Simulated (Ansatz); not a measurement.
The calculation's input:

```
crystal:
  periodic: [false, false, false]
  atoms:
    - {symbol: C, position_ang: [-1.667923, 1.244453, -0.629612]}
    - {symbol: C, position_ang: [-1.071601, -0.127129, -0.322584]}
    - {symbol: C, position_ang: [1.031502, -2.380008, -1.089325]}
    - {symbol: C, position_ang: [0.794574, 0.229688, -2.868407]}
    - {symbol: Si, position_ang: [0.254554, -0.757497, -1.425187]}
    - {symbol: H, position_ang: [-0.913375, 2.042502, -0.574944]}
    - {symbol: H, position_ang: [-2.451621, 1.485812, 0.101403]}
    - {symbol: H, position_ang: [-2.129597, 1.279087, -1.627045]}
    - {symbol: H, position_ang: [-1.842966, -0.925908, -0.316932]}
    - {symbol: H, position_ang: [-0.652625, -0.182399, 0.703570]}
    - {symbol: H, position_ang: [2.115032, -2.235851, -0.923342]}
    - {symbol: H, position_ang: [0.944742, -3.024973, -1.982210]}
    - {symbol: H, position_ang: [0.599171, -2.896461, -0.221052]}
    - {symbol: H, position_ang: [1.627880, -0.225681, -3.421078]}
    - {symbol: H, position_ang: [-0.063438, 0.363557, -3.553273]}
    - {symbol: H, position_ang: [1.077919, 1.245911, -2.540966]}
basis:
  gaussian:
    orbitals: def2-SVPD
total_charge: 1
magnetization:
  spin_polarized: false
hamiltonian:
  xc: pbe0
output: {forces: true, orbitals: {seedname: orbitals}}
```

Command:

```sh
ansatz run input.yaml --threads 2 --pin off --max-ram 4350MiB --events-out events.jsonl --progress --plain --runs-dir runs
```

Geometry: PBE0-D3(BJ)/def2-SVP.

Computed with Ansatz 0.2.0, isolated molecule in a Gaussian basis; Kohn-Sham density functional theory, functional PBE0.

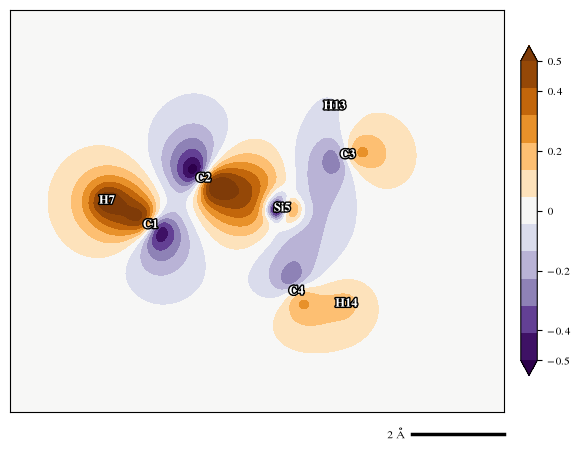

C4H11Si (SMILES CC[Si+](C)C) (charge +1). The HOMO on the plane of atoms C2, C1 and H7 (values in Å⁻³ᐟ²; the overall sign is arbitrary).

Describe this orbital and give its energy.

By Hirshfeld shares it lies mainly on C2 (about 25 %), C1 (about 20 %), Si5 (about 15 %) and H7 (about 15 %). Its energy is −13.64 eV.
